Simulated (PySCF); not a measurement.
Frequency calculation, with input and output: RuBr₂ (charge +1)

RuBr₂, charge +1, multiplicity 4, computed with UKS-based PBE0, Ru def2-TZVP with ECP28, Br def2-TZVP; non-relativistic Hamiltonian with a scalar-relativistic core potential; density fitting (PySCF 2.14.0).

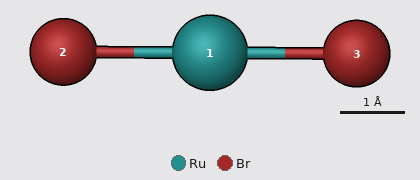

The structure as given in the input (ball-and-stick view, seen on its broad side; atoms are numbered from 1 in the order of the input). Sticks mark near contacts. Bond lengths as drawn: Br–Ru 2.30 Å.

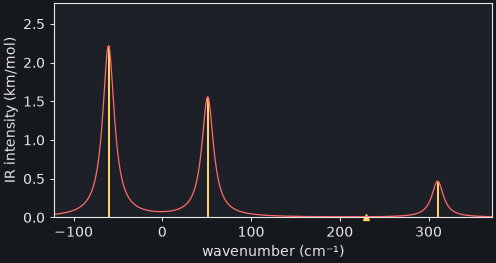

Harmonic infrared spectrum, unscaled: sticks (degenerate modes added up, dark ones marked on the axis) with a Lorentzian envelope of 16 cm⁻¹ full width, scaled to the tallest stick; imaginary modes are drawn at negative wavenumbers. 4 modes from 61i to 310 cm⁻¹, 1 imaginary beyond 8i (61i cm⁻¹): not a clean minimum; so soft a mode can be a shallow saddle, an incomplete relaxation or noise of the force constants. The strongest line is at 61i cm⁻¹ (2.2 km/mol). All modes, in cm⁻¹ (km/mol): 61i (2.2), 51 (1.6), 229 (0.0), 310 (0.5). The two bends of a linear molecule should be equal; they aren't, because the electronic state found breaks the axial symmetry.

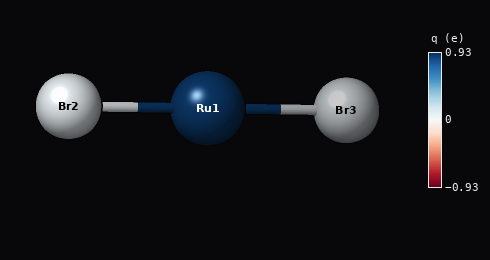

Mulliken charges, as the colour of each atom (ball-and-stick view, seen at a tilt; atoms are numbered from 1 in the order of the input). By element: Ru +0.88 and Br +0.06 e.

The input that produced these results follows, with the program's output.

## The input
```python
from pyscf import gto, scf, dft
mol = gto.M(atom='''
Ru     0.000000    -0.000000     0.000000
Br    -0.000000    -0.000000     2.298456
Br     0.000000     0.000000    -2.298456''',
    basis={'Ru': 'def2-TZVP', 'Br': 'def2-TZVP'},
    ecp={'Ru': 'def2-TZVP'},
    charge=1, spin=3)
mf = dft.UKS(mol, xc='PBE0')
mf.grids.atom_grid = (75, 302)
aux = {'Ru': 'def2-universal-JKFIT', 'Br': 'def2-universal-JKFIT'}
mf = mf.density_fit(auxbasis=aux)
mf.conv_tol = 1e-09
mf.diis_space = 10
mf.max_cycle = 60
mf.verbose = 4
mf.kernel()
```

The script is an equivalent of the set-up of the self-consistent field. The run itself was carried out by a driver, which started from the orbitals of the step before it where there was one and computed the further properties.

Launch command:
```bash
OMP_NUM_THREADS=4 python axn.py task.json out
```

## Log
```
init E= -5242.30970179917
  alpha nocc = 44  HOMO = -0.503680019102573  LUMO = -0.351774116409979
  beta  nocc = 41  HOMO = -0.514772142660614  LUMO = -0.385027042613904
  HOMO = -0.503680019103  LUMO = -0.385027042614  gap/eV = 3.22871
cycle= 1 E= -5242.30970179945  delta_E= -2.86e-10  |g|= 5.58e-06  |ddm|= 2.65e-05
  alpha nocc = 44  HOMO = -0.503680042261085  LUMO = -0.351774235583079
  beta  nocc = 41  HOMO = -0.514772261958094  LUMO = -0.385027116730197
  HOMO = -0.503680042261  LUMO = -0.38502711673  gap/eV = 3.22871
cycle= 2 E= -5242.30970179974  delta_E= -2.84e-10  |g|= 5.63e-06  |ddm|= 2.65e-05
  alpha nocc = 44  HOMO = -0.503680028622445  LUMO = -0.351774153285473
  beta  nocc = 41  HOMO = -0.514772176692311  LUMO = -0.385027059078119
  HOMO = -0.503680028622  LUMO = -0.385027059078  gap/eV = 3.22871
cycle= 3 E= -5242.30970179981  delta_E= -7.09e-11  |g|= 5.58e-06  |ddm|= 5.91e-06
  alpha nocc = 44  HOMO = -0.503680028870333  LUMO = -0.351774137717624
  beta  nocc = 41  HOMO = -0.514772158981558  LUMO = -0.38502704370588
  HOMO = -0.50368002887  LUMO = -0.385027043706  gap/eV = 3.22871
Extra cycle  E= -5242.30970180009  delta_E= -2.86e-10  |g|= 5.58e-06  |ddm|= 2.65e-05
converged SCF energy = -5242.30970180009  <S^2> = 3.9399358  2S+1 = 4.0938665
```

## Results in brief

| quantity | value |
| --- | --- |
| outcome | converged |
| total energy | −5242.309702 hartree |
| ⟨S²⟩ | 3.940 |
| zero-point energy | 0.001345 hartree |
| wavenumbers, lowest and highest | 61i and 310 cm⁻¹ |
| hardware | 4 threads of Arm Neoverse V1, 24 GiB of memory available, shared host |
| wall time | 3.4 min (CPU time 12 min) |
| peak memory | 1.3 GiB |

Checks after the run noted: the SCF density has lower symmetry than the nuclear frame.
